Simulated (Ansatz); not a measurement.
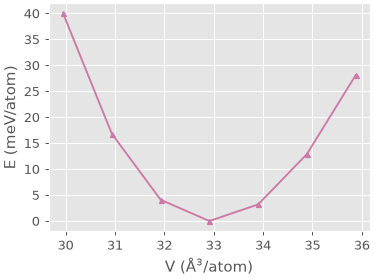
Figure. SnTe (rock salt, Fm-3m) under volume change, PBE in the plane-wave PAW code Ansatz, scaled uniformly.

Question: What does a third-order Birch–Murnaghan fit give for V₀, B₀ and B′?

Answer: V₀ = 32.93 Å³/atom, B₀ = 40.2 GPa, B′ = 4.4.

The cell was relaxed with PBE under the symmetry of its start. At this level the phase is dynamically unstable (imaginary phonons). Spin–orbit coupling is left out wherever it is not named.

Potentials: the later of the program's two PAW sets.
